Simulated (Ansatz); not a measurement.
**Geometry relaxation of TaNH₄OF₃ (part 2 of 2)**

Continued. System: TaNH₄OF₃, multiplicity 2. Method: UKS PBE/def2-SVP (Ansatz 0.2.0). The input holds or restrains some coordinates. It belongs to a series of runs on one base structure; here: pulled along the bonds that form and break, towards end B.

Geometry of the input (Å):
```
Ta 0.0000  0.0000  0.0000
F  2.1800  0.0000  0.0000
O  0.0000  0.0000  2.0200
H  -0.2547  -0.9174  2.3571
F  0.0000  0.0000  -1.9300
N  -1.0800  1.8706  0.0000
H  -1.6414  2.1584  0.8518
H  -1.0486  2.5007  -0.8518
F  -0.9650  -1.6714  0.0000
H  3.4000  0.0000  0.0000
```

### Trajectory as extended XYZ, continued
```
10
Properties=species:S:1:pos:R:3:forces:R:3 step=7 energy=-13289.81799
Ta   -0.4771    0.0250    0.0135   -0.1369  -0.0286  -0.1534
F     2.6468   -0.0705    0.0422   -0.2194  -0.0339   0.0846
O    -0.1865   -0.0729    1.9004   -0.0223  -0.2725   0.1642
H    -0.0555   -0.8868    2.4205    0.0810   0.1551   0.1006
F     0.1746    0.0462   -1.7743    0.0023  -0.0605  -0.0656
N    -1.0947    1.9109    0.0158    0.0385   0.2616  -0.0350
H    -1.6016    2.3354    0.8022   -0.0011   0.0162  -0.0528
H    -1.2708    2.4569   -0.8386   -0.0208  -0.0522   0.0832
F    -1.1163   -1.7855   -0.0678    0.0965  -0.0050  -0.0682
H     3.5713   -0.0178   -0.0670    0.1821   0.0199  -0.0576
10
Properties=species:S:1:pos:R:3:forces:R:3 step=8 energy=-13289.85734
Ta   -0.4933    0.0315    0.0099   -0.0316  -0.1091  -0.0342
F     2.6391   -0.1126    0.1301    0.2685   0.0066   0.0111
O    -0.2300   -0.1074    1.8952    0.1585  -0.7558   0.4653
H     0.0293   -0.8695    2.4688   -0.1226   0.7045  -0.3644
F     0.1695    0.0358   -1.7745   -0.0034  -0.0050  -0.0060
N    -1.0866    1.9333    0.0096   -0.0686   0.1632   0.1062
H    -1.5886    2.3757    0.7928    0.0852  -0.0696  -0.0463
H    -1.3078    2.4605   -0.8422   -0.0088   0.0048  -0.0900
F    -1.0852   -1.7945   -0.1311    0.0485   0.0826  -0.0621
H     3.5437   -0.0119   -0.1115   -0.3257  -0.0223   0.0203
10
Properties=species:S:1:pos:R:3:forces:R:3 step=9 energy=-13289.89011
Ta   -0.5107    0.0169   -0.0079   -0.0261  -0.0144   0.0057
F     2.6116   -0.1501    0.2230    0.1595  -0.0083   0.0367
O    -0.2003   -0.0971    1.8686    0.0463  -0.5856   0.2445
H     0.1536   -0.7857    2.4699   -0.0624   0.4232  -0.1869
F     0.1596    0.0424   -1.7880    0.0023   0.0520  -0.0360
N    -1.0952    1.9257    0.0111   -0.0155   0.0814   0.0049
H    -1.5695    2.3706    0.8089    0.0763  -0.0647  -0.0187
H    -1.3432    2.4508   -0.8345   -0.0269   0.0115  -0.0892
F    -1.1083   -1.8007   -0.2233    0.0597   0.1162   0.0516
H     3.4926   -0.0318   -0.0808   -0.2133  -0.0113  -0.0126
10
Properties=species:S:1:pos:R:3:forces:R:3 step=10 energy=-13289.88912 accepted=F
Ta   -0.5017    0.0231   -0.0105   -0.0495  -0.0571   0.0967
F     2.6005   -0.2160    0.4044    1.6825   0.4094  -1.1913
O    -0.2339   -0.1633    1.8637    0.5602  -0.7615   0.6476
H     0.2656   -0.7590    2.4864   -0.5292   0.8133  -0.6712
F     0.1748    0.1051   -1.7871    0.0526  -0.0569  -0.0249
N    -1.0880    1.9343   -0.0207   -0.0899   0.1048   0.0821
H    -1.5114    2.3954    0.7982    0.0718  -0.0624  -0.0840
H    -1.4034    2.4310   -0.8650    0.0278  -0.0483   0.0507
F    -1.0843   -1.7947   -0.2503    0.0463   0.0931  -0.1049
H     3.3720   -0.0149   -0.1720   -1.7725  -0.4343   1.1993
10
Properties=species:S:1:pos:R:3:forces:R:3 step=11 energy=-13289.92907
Ta   -0.5221    0.0189   -0.0124    0.0975   0.0273   0.0428
F     2.5895   -0.1724    0.2919    0.0038  -0.0332   0.1023
O    -0.2103   -0.1444    1.8587   -0.0196  -0.2642   0.0097
H     0.2451   -0.7543    2.4673   -0.0124   0.2398  -0.0654
F     0.1661    0.0688   -1.7875   -0.0383   0.0122   0.0456
N    -1.0940    1.9377   -0.0073   -0.0021  -0.0735   0.0001
H    -1.5092    2.4001    0.8118    0.0326  -0.0166  -0.0091
H    -1.4158    2.4265   -0.8509   -0.0112   0.0327  -0.0218
F    -1.1025   -1.7976   -0.2556    0.0091   0.0640  -0.0266
H     3.4435   -0.0424   -0.0689   -0.0596   0.0115  -0.0775
10
Properties=species:S:1:pos:R:3:forces:R:3 step=12 energy=-13289.95945
Ta   -0.5263    0.0006   -0.0241    0.0750  -0.0147   0.0030
F     2.5789   -0.1685    0.3500   -0.0342  -0.0376   0.1286
O    -0.2272   -0.1708    1.8435    0.1402  -0.3415   0.2037
H     0.3014   -0.6760    2.4936   -0.1553   0.3187  -0.2416
F     0.1701    0.0766   -1.7951   -0.0186   0.0146   0.0462
N    -1.0822    1.9227   -0.0100   -0.0272  -0.0218  -0.0196
H    -1.4592    2.3872    0.8262    0.0268  -0.0150  -0.0217
H    -1.4360    2.4128   -0.8410    0.0062   0.0178   0.0149
F    -1.1290   -1.8011   -0.3159    0.0093   0.0620  -0.0094
H     3.3998   -0.0425   -0.0801   -0.0223   0.0175  -0.1042
10
Properties=species:S:1:pos:R:3:forces:R:3 step=13 energy=-13289.98871
Ta   -0.5296   -0.0015   -0.0475    0.0779   0.0112   0.0279
F     2.5493   -0.2150    0.4783   -0.0028  -0.0398   0.1034
O    -0.1774   -0.1765    1.8062    0.1106  -0.2788   0.2441
H     0.4260   -0.6120    2.4401   -0.1549   0.2687  -0.2328
F     0.1650    0.0933   -1.8170   -0.0080   0.0053  -0.0036
N    -1.0959    1.9171   -0.0179   -0.0248   0.0186  -0.0204
H    -1.4369    2.3812    0.8340    0.0222  -0.0191  -0.0292
H    -1.4787    2.4123   -0.8333    0.0112  -0.0023   0.0323
F    -1.1385   -1.7979   -0.3477    0.0095   0.0213  -0.0270
H     3.3070   -0.0601   -0.0481   -0.0409   0.0149  -0.0948
10
Properties=species:S:1:pos:R:3:forces:R:3 step=14 energy=-13290.04098
Ta   -0.5096   -0.0260   -0.0492   -0.0764  -0.1091   0.0185
F     2.5489   -0.2297    0.5783   -0.0399  -0.0462   0.1516
O    -0.2144   -0.2556    1.8100    0.0402   0.0566  -0.0092
H     0.4984   -0.4318    2.4458   -0.0129   0.0232  -0.0243
F     0.2279    0.1099   -1.7984    0.0642   0.0528   0.0040
N    -1.0617    1.8991   -0.0052   -0.0412  -0.0474   0.0346
H    -1.4200    2.3446    0.8490    0.0232  -0.0044  -0.0060
H    -1.4606    2.3924   -0.8132    0.0326   0.0206  -0.0155
F    -1.1465   -1.7944   -0.4335    0.0085   0.0216  -0.0034
H     3.1278   -0.0675   -0.1366    0.0018   0.0324  -0.1504
10
Properties=species:S:1:pos:R:3:forces:R:3 step=15 energy=-13290.04398
Ta   -0.5464   -0.0618   -0.0284    0.4979   0.2075   0.0202
F     2.5192   -0.2688    0.5589    0.0782  -0.0261   0.0457
O    -0.2150   -0.2357    1.8336   -0.1572  -0.0849  -0.0426
H     0.5326   -0.3551    2.4472   -0.0870   0.0512  -0.1666
F     0.3714    0.1610   -1.6949   -0.2592  -0.1025   0.1731
N    -1.0958    1.8626    0.0028    0.0094   0.1049  -0.1102
H    -1.4387    2.3327    0.8486   -0.0221  -0.0128   0.0159
H    -1.4020    2.4045   -0.8184    0.0260  -0.1099   0.1138
F    -1.1369   -1.8285   -0.4834    0.0338  -0.0352  -0.0142
H     3.0020   -0.0701   -0.2189   -0.1199   0.0078  -0.0352
10
Properties=species:S:1:pos:R:3:forces:R:3 step=16 energy=-13290.04922 accepted=F
Ta   -0.4801   -0.0496   -0.0300   -0.0955  -0.0217  -0.0274
F     2.5708   -0.2931    0.6317    0.5021   0.4247  -1.6972
O    -0.2272   -0.2510    1.8363    0.0278  -0.0033   0.0226
H     0.5145   -0.3222    2.4616   -0.0422  -0.0014  -0.0363
F     0.3631    0.1526   -1.7299    0.0582   0.0150   0.0363
N    -1.0497    1.8688    0.0107   -0.0383   0.0266  -0.0054
H    -1.4443    2.3095    0.8517    0.0303  -0.0288  -0.0152
H    -1.3867    2.3896   -0.8096    0.0369  -0.0360   0.0150
F    -1.0882   -1.8104   -0.4935    0.0538   0.0572   0.0442
H     2.8181   -0.0533   -0.2818   -0.5330  -0.4324   1.6634
10
Properties=species:S:1:pos:R:3:forces:R:3 step=17 energy=-13290.07362
Ta   -0.5137   -0.0377   -0.0300    0.1909   0.1609  -0.0375
F     2.5400   -0.3451    0.5799   -0.0088  -0.0645   0.1470
O    -0.2239   -0.2240    1.8335   -0.0499  -0.0307   0.0201
H     0.5345   -0.3175    2.4364   -0.0538   0.0199  -0.0690
F     0.3787    0.1903   -1.7037   -0.0940  -0.0418   0.0917
N    -1.1067    1.8794    0.0088    0.0113  -0.0616  -0.0508
H    -1.4746    2.3336    0.8538   -0.0065  -0.0230  -0.0100
H    -1.4302    2.4095   -0.8116    0.0197  -0.0556   0.0584
F    -1.0394   -1.8295   -0.4796    0.0310   0.0532   0.0087
H     2.9256   -0.1183   -0.2403   -0.0399   0.0432  -0.1587
10
Properties=species:S:1:pos:R:3:forces:R:3 step=18 energy=-13290.08946
Ta   -0.4845   -0.0030   -0.0249    0.1456   0.1288   0.0023
F     2.5556   -0.4436    0.5755   -0.0182  -0.0672   0.1118
O    -0.2149   -0.1919    1.8409   -0.0856  -0.0070  -0.0253
H     0.5423   -0.2958    2.4411    0.0036   0.0101  -0.0024
F     0.4173    0.2387   -1.6905   -0.0492  -0.0239   0.0641
N    -1.1412    1.8931    0.0096   -0.0053  -0.0875  -0.0299
H    -1.5402    2.3320    0.8492    0.0100  -0.0287  -0.0248
H    -1.4721    2.4117   -0.8147    0.0146  -0.0384   0.0406
F    -0.9481   -1.8128   -0.4747    0.0318   0.0731   0.0057
H     2.8762   -0.1875   -0.2645   -0.0474   0.0406  -0.1421
10
Properties=species:S:1:pos:R:3:forces:R:3 step=19 energy=-13290.11319
Ta   -0.4368    0.0295   -0.0135   -0.0037   0.0436   0.1184
F     2.5900   -0.5481    0.5585    0.0702   0.1853  -0.5604
O    -0.2180   -0.1663    1.8582    0.1925  -0.0115   0.1479
H     0.5319   -0.2812    2.4751   -0.2295   0.0356  -0.1700
F     0.4812    0.2765   -1.6669    0.0711   0.0064  -0.0073
N    -1.1619    1.8976    0.0056    0.0005  -0.0818  -0.0053
H    -1.5817    2.3274    0.8400    0.0170  -0.0359  -0.0285
H    -1.5004    2.4023   -0.8231    0.0049  -0.0188   0.0097
F    -0.8577   -1.7882   -0.4723    0.0385   0.0825   0.0037
H     2.7436   -0.2088   -0.3145   -0.1616  -0.2056   0.4918
10
Properties=species:S:1:pos:R:3:forces:R:3 step=20 energy=-13290.15634
Ta   -0.3916    0.0721    0.0255    0.0897  -0.0156   0.1179
F     2.6307   -0.6827    0.4162   -0.0575   0.1621  -0.3797
O    -0.2802   -0.1206    1.9093    0.1332   0.0106  -0.0113
H     0.4310   -0.2198    2.5690   -0.1427   0.0084  -0.0746
F     0.6133    0.3510   -1.5786    0.0538   0.0123   0.0853
N    -1.2046    1.9044    0.0129   -0.0112  -0.1141  -0.0058
H    -1.6740    2.3157    0.8316    0.0434  -0.0600  -0.0717
H    -1.5313    2.3959   -0.8286    0.0058  -0.0152   0.0175
F    -0.7006   -1.7644   -0.4595    0.0203   0.1631   0.0248
H     2.6977   -0.3108   -0.4509   -0.1348  -0.1515   0.2976
10
Properties=species:S:1:pos:R:3:forces:R:3 step=21 energy=-13290.19777
Ta   -0.3442    0.0912    0.0541   -0.0556   0.0413   0.2550
F     2.6708   -0.6707    0.3635   -0.2500   0.2442  -0.7977
O    -0.2905   -0.1126    1.9362    0.0483   0.0121  -0.0284
H     0.3917   -0.2238    2.6211   -0.0671   0.0052  -0.0147
F     0.7244    0.3888   -1.5059    0.1867  -0.0538  -0.0360
N    -1.2055    1.8925    0.0029    0.0126  -0.0197  -0.0158
H    -1.6945    2.2962    0.8120    0.0179  -0.0287  -0.0174
H    -1.5296    2.3729   -0.8456    0.0018  -0.0283   0.0094
F    -0.6588   -1.7302   -0.4604    0.0695   0.0306  -0.0254
H     2.5266   -0.3634   -0.5308    0.0359  -0.2028   0.6711
10
Properties=species:S:1:pos:R:3:forces:R:3 step=22 energy=-13290.24338
Ta   -0.2959    0.1363    0.1117    0.0619  -0.0887  -0.0075
F     2.6902   -0.7910    0.2062   -0.1022  -0.0661   0.1709
O    -0.3349   -0.0748    1.9899    0.0638   0.0002   0.0210
H     0.2880   -0.1932    2.7271   -0.0548   0.0026   0.0011
F     0.8243    0.4762   -1.4136    0.1219  -0.0747   0.0301
N    -1.2312    1.8933   -0.0001    0.0064  -0.0536   0.0063
H    -1.7538    2.2928    0.7891    0.0066  -0.0126  -0.0045
H    -1.5630    2.3292   -0.8686    0.0007   0.0085  -0.0068
F    -0.5194   -1.6865   -0.4551    0.0388   0.1295   0.0325
H     2.4860   -0.4414   -0.6396   -0.1431   0.1548  -0.2432
10
Properties=species:S:1:pos:R:3:forces:R:3 step=23 energy=-13290.25725
Ta   -0.2734    0.1539    0.1134    0.3163  -0.2700   0.2605
F     2.6870   -0.8475    0.1305   -0.0086  -0.1639   0.4080
O    -0.3556   -0.0379    1.9939    0.0089  -0.0276  -0.0957
H     0.2258   -0.1652    2.7617   -0.0124  -0.0016  -0.0013
F     0.8922    0.4844   -1.3851    0.0646  -0.0065   0.0093
N    -1.2396    1.8791    0.0031   -0.0898   0.1907  -0.1491
H    -1.7604    2.2632    0.7998   -0.0148   0.0166   0.0203
H    -1.5708    2.3297   -0.8586   -0.0147  -0.0018   0.0179
F    -0.4399   -1.6735   -0.4405   -0.0486  -0.0030  -0.0128
H     2.4248   -0.4452   -0.6712   -0.2010   0.2671  -0.4570
10
Properties=species:S:1:pos:R:3:forces:R:3 step=24 energy=-13290.27290
Ta   -0.2415    0.1583    0.1674    0.0955  -0.1593   0.0493
F     2.7105   -0.8766    0.0090   -0.0589  -0.0167   0.1330
O    -0.3810   -0.0431    2.0414    0.0799  -0.0101   0.0381
H     0.1514   -0.2008    2.8412   -0.0759   0.0280  -0.1056
F     0.9483    0.4923   -1.3200    0.0278   0.0021  -0.0427
N    -1.2290    1.8708   -0.0233    0.0075   0.0665  -0.0273
H    -1.7407    2.2824    0.7660   -0.0154   0.0196   0.0128
H    -1.5727    2.2878   -0.8978    0.0197  -0.0488   0.0473
F    -0.4545   -1.6556   -0.4086    0.0311   0.0499  -0.0007
H     2.3994   -0.3745   -0.7281   -0.1113   0.0687  -0.1041
10
Properties=species:S:1:pos:R:3:forces:R:3 step=25 energy=-13290.27115
Ta   -0.2493    0.1383    0.1600    0.1578  -0.1740  -0.0184
F     2.7234   -0.8195    0.0246    0.0455  -0.2090   0.4147
O    -0.3854   -0.0638    2.0325    0.0358   0.0317  -0.0583
H     0.1531   -0.1843    2.8312   -0.0024  -0.0158   0.0270
F     0.9336    0.4657   -1.3411   -0.0035  -0.0180   0.0496
N    -1.1801    1.8829   -0.0158   -0.0872  -0.0383  -0.0210
H    -1.7010    2.2820    0.7734   -0.0199   0.0550   0.0336
H    -1.5662    2.2587   -0.8897    0.0274   0.0538  -0.0135
F    -0.4773   -1.6676   -0.4349    0.0114   0.0619   0.0211
H     2.3396   -0.3516   -0.6932   -0.1649   0.2528  -0.4348
```

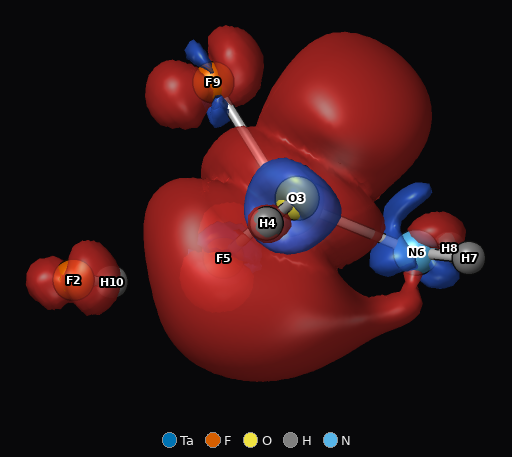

Fig. 1: Isosurfaces of the spin density at +0.004 (red) and −0.004 e/Å³ (blue), seen from the side. The unpaired spin (1 electron) lies mostly on Ta1 (about 0.9), in electrons by Hirshfeld's partition.

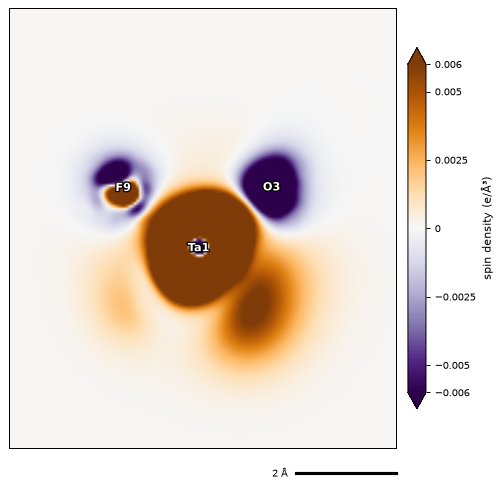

Fig. 2: Spin density (α minus β) on the plane of atoms O3, Ta1 and F9. The section cuts through Ta, O and F sites. The unpaired spin (1 electron) lies mostly on Ta1 (about 0.9), in electrons by Hirshfeld's partition.

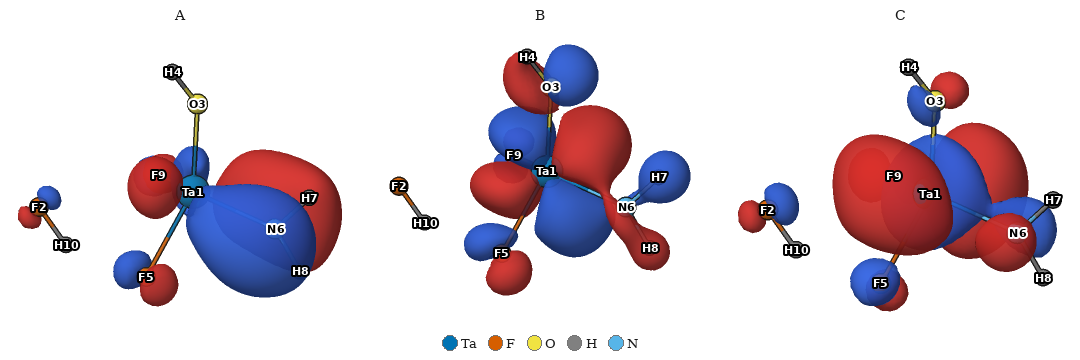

Fig. 3: Three frontier orbitals at ±0.1 Å⁻³ᐟ² (red and blue are the two phases). A is the HOMO−1 (α) (−7.05 eV). Its weight (Hirshfeld) is mainly on N6 (65 %) and Ta1 (20 %). C is the HOMO (α) (−4.13 eV). By Hirshfeld shares it lies mainly on Ta1 (75 %). B is the LUMO (α) (−2.24 eV). Its weight (Hirshfeld) is mainly on Ta1 (65 %) and O3 (10 %). The HOMO–LUMO gap is 1.89 eV between the orbital energies.
